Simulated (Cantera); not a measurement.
Charge: 1 mol Cu, 8.2 mol CO2, 1.6 mol H2, 0.11 mol CO, held at 1330 Pa.

Equilibrium computed with Cantera from the NASA thermochemical tables; the gas is ideal and each condensed phase is pure. Candidate condensed phases: C, C6H6, C7H8, C8H18, Cu, CuO, Cu(OH)2, Cu2O, H2O; 113 gas species. Kinetics and transport are ignored.

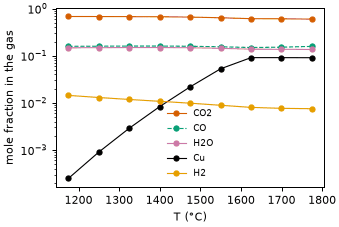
Equilibrium gas composition (values under 1e-9 drawn at 1e-9)

From 1175 °C to 1550 °C the condensed part is Cu(l). From 1625 °C to 1775 °C nothing is condensed. The main Cu-bearing gas is Cu throughout.
